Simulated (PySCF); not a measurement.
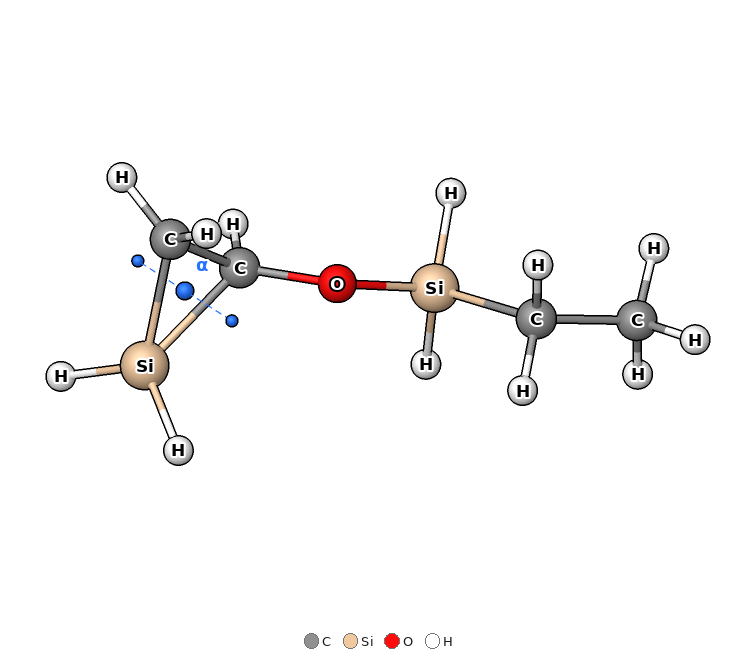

The small points mark where nucleus-independent chemical shifts (NICS) were computed: at the centre of each lettered ring and 1 Å above and below it. The geometry was computed by an optimisation with GFN2-xTB. No frequency run is at hand to confirm it as a minimum. Properties computed with GIAO PBE0/pcSseg-1 NMR shielding, non-relativistic, gas phase (PySCF 2.14.0).

Give NICS(0), NICS(1) and the out-of-plane component NICS(1)zz for each ring (means of the two sides).

| ring | members | NICS(0) | NICS(1) | NICS(1)zz |
| --- | --- | --- | --- | --- |
| α | C2Si | −24.6 | −7.8 | −15.3 |

Values in ppm.

The geometry is semi-empirical. Around Si such bond lengths and angles can be off by a tenth of an ångström or more and by several degrees, and values that hang on the shape move with them.
